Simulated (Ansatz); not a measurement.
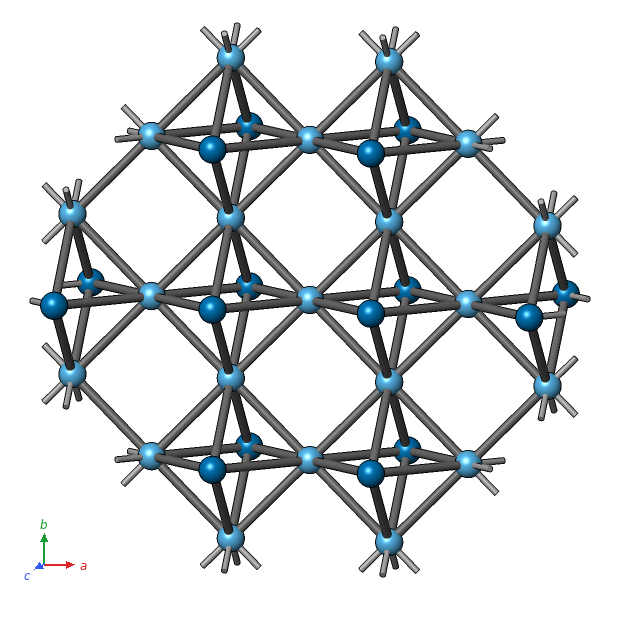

The picture shows a finite piece of the underlying net of a crystal structure, nodes on the atoms' positions. Nodes are coloured by topological kind. One layer is drawn. Edges to nodes outside the piece are drawn as stubs.

### Describe the net.

A binodal (4,8)-connected, two-periodic (layers) net.

### Give point symbol and coordination sequence of each kind of node.

4-connected node: 3^4.4^2, sequence 4, 17, 20, 40; 8-connected node: 3^8.4^6.5^8.6^6, sequence 8, 16, 24, 32.

Where the net comes from. The compound is Ga2SnAs2 (space group P4/mmm, No. 123), taken as coordinates from a relaxation with DFT PBE, scalar-relativistic, plane waves, PAW (Ansatz 0.2.0); the starting structure was generated, so it need not be a known form of this composition. Bonds are taken as As–As below 3 Å and As–Ga below 3.3 Å; no other contact counts. Atoms with one bond or none are removed and atoms with two bonds are replaced by edges, until no such atom is left. Ga is a 4-connected node; As is an 8-connected node, in the ratio 1:1. Sn drops out.
